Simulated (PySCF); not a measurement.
# C$_{6}$H$_{13}$OPSi (SMILES C=CP1C[C@H](OC)[C@H]1[SiH3]): what the fields show

```xyz
22

C     3.0525   -0.9199   -0.4365
C     2.3226    0.1847   -0.4448
P     1.0242    0.5866   -1.6591
C     0.0332   -1.0029   -1.5993
C    -0.6603   -0.5594   -0.3114
O    -2.0068   -0.9550   -0.2755
C    -2.6333   -0.7436    0.9620
C    -0.3863    0.9544   -0.4641
Si   -0.1002    2.0230    1.0772
H     3.8598   -1.0662    0.2636
H     2.8716   -1.7300   -1.1245
H     2.5591    1.0005    0.2301
H     0.5760   -1.9446   -1.5587
H    -0.6836   -1.0303   -2.4204
H    -0.1303   -0.9532    0.5712
H    -3.6463   -1.1301    0.8656
H    -2.6712    0.3218    1.2192
H    -2.1118   -1.2790    1.7657
H    -1.1869    1.3816   -1.0782
H     0.8548    3.0871    0.7628
H    -1.3715    2.6161    1.5003
H     0.4242    1.1778    2.1541
```

Geometry: GFN2-xTB.

Method: PBE0/pcSseg-1, SCF density, gas phase, non-relativistic (PySCF).

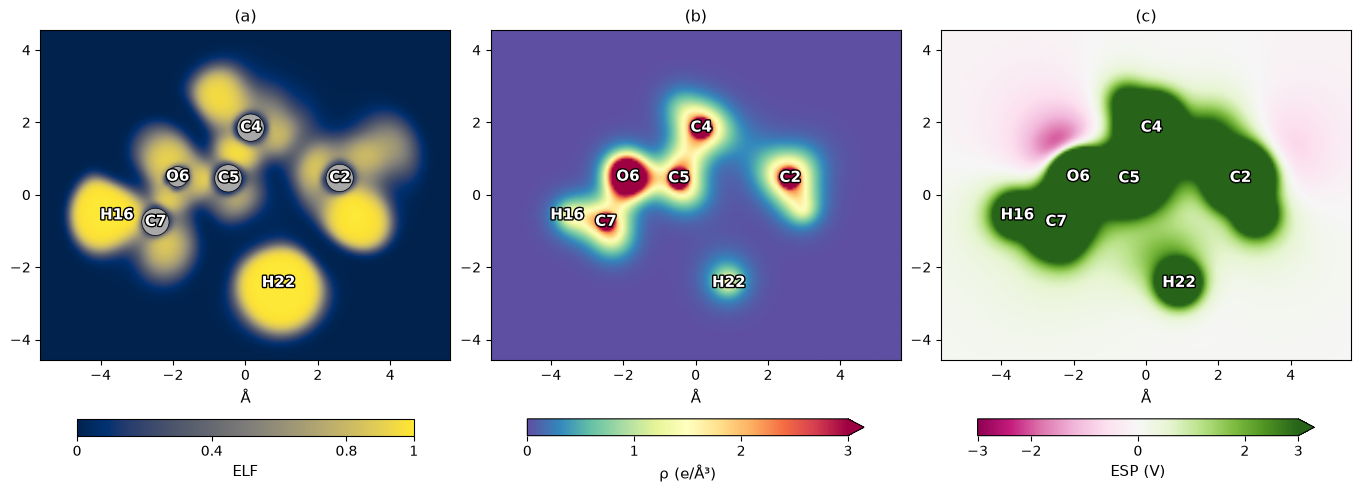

Figure 1. (a) electron localisation function; (b) total electron density; (c) electrostatic potential on the plane of atoms C4, C5 and O6. Grey discs cover the atomic cores in the ELF map.

Question: What do the fields say about this system?

Answer: Atoms in the plane: C, O and H.
C–O (1.40 Å): ρ is about 2.1 e/Å³ halfway, with its minimum of 1.8 e/Å³ about 0.5 Å from C; the ELF peaks at about 0.90 between the atoms; a polar covalent bond.
C–H (1.09 Å): the density is about 2.1 e/Å³ at the midpoint; the ELF climbs to about 1 towards the hydrogen, as it does in any bond to H; an ordinary covalent bond to hydrogen.
C–C (1.53 Å): the density is about 1.7 e/Å³ at the midpoint; the ELF peaks at about 0.95 between the atoms (localised, covalent bonding).
The ELF also peaks beside O6, away from the bonds: lone-pair regions.
Outside the dense part of the molecule the potential is most negative (−2.0 V) near O6.

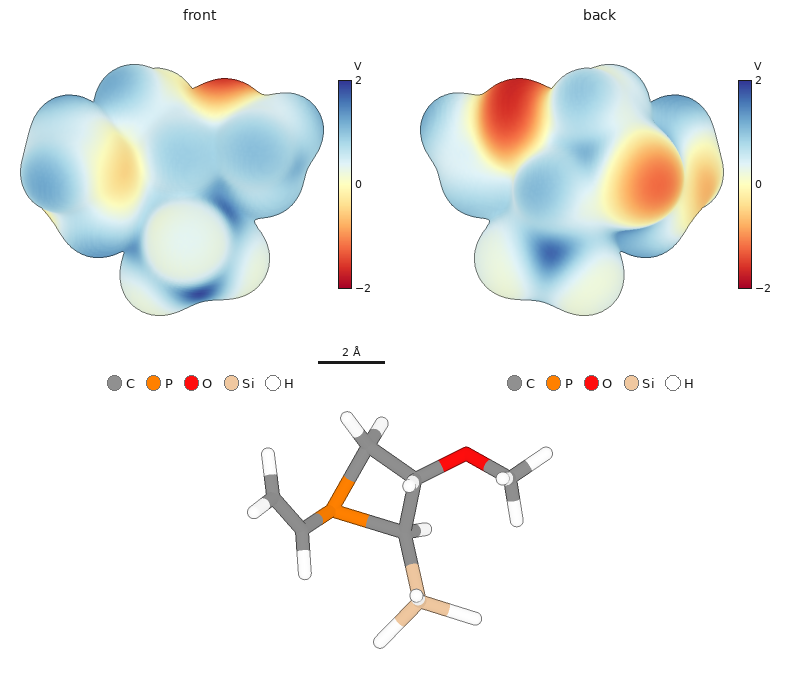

Figure 2. The electrostatic potential painted on the density surface at 0.004 e/bohr³, seen from the front and from behind; the colour scale runs from red (negative) to blue (positive). The bare structure is drawn below in the same view.

Question: Which sites attract a positive test charge, and which a negative one?

Answer: A positive charge is drawn to the negative regions and a negative charge to the positive ones. The most negative region (about −1.6 V, or −37 kcal/mol for a unit charge) lies over O6, the most positive (about +1.7 V, or +39 kcal/mol for a unit charge) over Si9. O6 is the likeliest acceptor of a hydrogen bond.

Question: How polar is the molecule by this calculation?

Answer: Its dipole moment is 1.59 D.
